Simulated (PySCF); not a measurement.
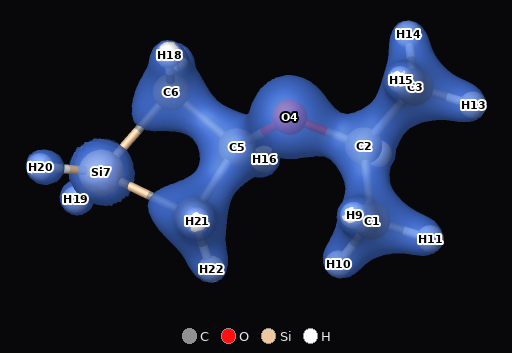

C$_{6}$H$_{14}$OSi. Isosurface of the electron density at 1 e/Å³ (blue), seen at an oblique angle.

Geometry: GFN2-xTB.

Method: PBE0/pcSseg-1, SCF density, gas phase, non-relativistic in PySCF 2.14.0.

```xyz
22

C    -2.1186   -0.0123   -0.8158
C    -1.4816   -0.1737    0.5671
C    -2.3242    0.5221    1.6334
O    -0.1870    0.3933    0.6344
C     0.8712   -0.3680    0.1117
C     2.2141    0.0771    0.7228
Si    3.0580   -0.0253   -0.9845
C     1.1978   -0.1548   -1.3883
H    -2.1323    1.0395   -1.0913
H    -1.5587   -0.5627   -1.5671
H    -3.1394   -0.3858   -0.7981
H    -1.4122   -1.2508    0.8034
H    -3.3214    0.0920    1.6655
H    -1.8545    0.4101    2.6069
H    -2.3971    1.5819    1.4055
H     0.6925   -1.4360    0.3077
H     2.5561   -0.5464    1.5443
H     2.1139    1.0938    1.0968
H     3.8117   -1.2591   -1.2167
H     3.7876    1.1466   -1.4626
H     0.7700    0.7848   -1.7318
H     0.8436   -0.9469   -2.0443
```

> How is the density connected at this value?

At this value the surface falls into four separate pieces. It bridges the sampled C–O (1.40 Å), C–C (1.53 Å) and C–H (1.09 Å) contacts, where the density stays above the isovalue. It is pinched off along the sampled C–Si (1.91 Å) contacts. On the grid the lowest density along these lines, outside the cores, is 1.8 e/Å³ (C–O, 1.40 Å), 1.7 e/Å³ (C–C, 1.53 Å), 0.75 e/Å³ (C–Si, 1.91 Å) and 1.9 e/Å³ (C–H, 1.09 Å).
